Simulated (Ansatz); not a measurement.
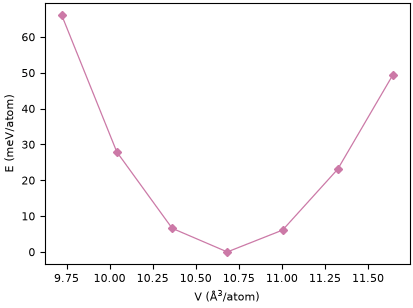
Figure: TiO in space group C2/m (No. 12; Pearson symbol mS20) under volume change, r²SCAN in the plane-wave PAW code Ansatz, shape and atoms relaxed at each volume.

**Question.** What does a third-order Birch–Murnaghan fit give for V₀, B₀ and B′?

**Answer.** V₀ = 10.68 Å³/atom, B₀ = 210 GPa, B′ = 3.9.

The workflow started from an entry of the Crystallography Open Database (COD), which files this formula under 2 space groups. Its standing as an ambient phase is unchecked. The cell was relaxed with r²SCAN under the symmetry of its start; its stability against distortions is not shown here. No spin polarisation was allowed.

Potentials: the later of the program's two PAW sets.
